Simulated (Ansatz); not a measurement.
## Fields on a plane of TiO2 (rutile)

```xyz
6
Lattice="4.6435 0.0000 0.0000 0.0000 4.6435 0.0000 0.0000 0.0000 2.9637" Properties=species:S:1:pos:R:3 pbc="T T T"
Ti     0.0000     0.0000     0.0000
Ti     2.3218     2.3218     1.4819
O      1.4168     1.4168     0.0000
O      3.7386     0.9049     1.4819
O      0.9049     3.7386     1.4819
O      3.2267     3.2267     0.0000
```

The slice is a (010) plane (indices of the conventional cell) through the point (0.500, 0.500, 0.500) (fractional), spanned by u = [001] and v = [100] in vectors of this cell: u (2.96 Å) and v (4.64 Å, at 90° to u). It covers one period; positions are fractions (u, v).

Atoms on it: Ti at (0.00, 0.00). Other atoms lie within 1 Å of the plane.

Level of theory: PBE (plane waves to 420 eV, PAW, scalar-relativistic; Ansatz, a quantum-chemistry and plane-wave program). k mesh 7×7×11. Inside the PAW spheres the values are not all-electron values, and peaks at nuclei hang on which shells count as valence. The PAW data are Ansatz's earlier set. TiO2 is run without spin polarisation. TiO2 was relaxed with its symmetry unable to fall.

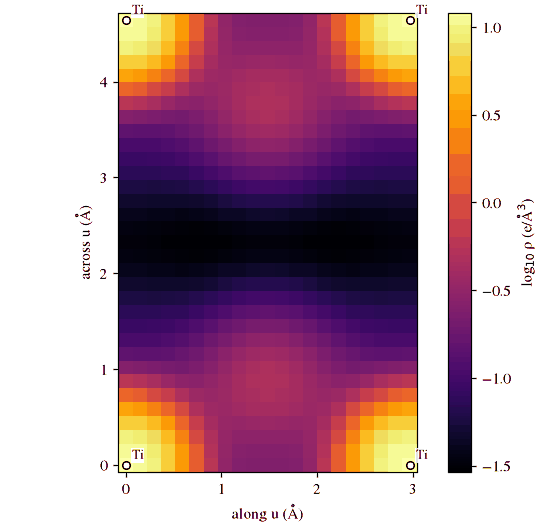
Fig. 1. Log₁₀ of the valence density in e/Å³, one period of the plane, atoms marked. The scale is logarithmic, as a density can span decades between atoms and voids.

```
|00000000000000000000|
|00000000000000000000|
|11110001111111000111|
|11111112222222111111|
|11111123455543211111|
|00011234678764321100|
|00001235799975321000|
|00001235799975321000|
|00001134688864311000|
|00000123566653210000|
|00000112344432110000|
|00000011222221100000|
|00000001111111000000|
|00000000011100000000|
|00000000000000000000|
|00000000000000000000|
|00000000000000000000|
|00000000011100000000|
|00000001111111000000|
|00000011222221100000|
|00000112344432110000|
|00000123566653210000|
|00001134688864311000|
|00001235799975321000|
|00001235799975321000|
|00011234678764321100|
|11111123455543211111|
|11111112222222111111|
|11110001111111000111|
|00000000000000000000|
|00000000000000000000|
|00000000000000000000|
```
Scale: ten equal steps from 0.001 (start of '0') to 0.051 (end of '9'), in the order '0123456789'. Values: density of the highest valence band (whole band, smooth part) in e/Å³. The map has 20 points along u (one character each, u = 0 at the left) and 32 along v (v = 0 in the bottom row).
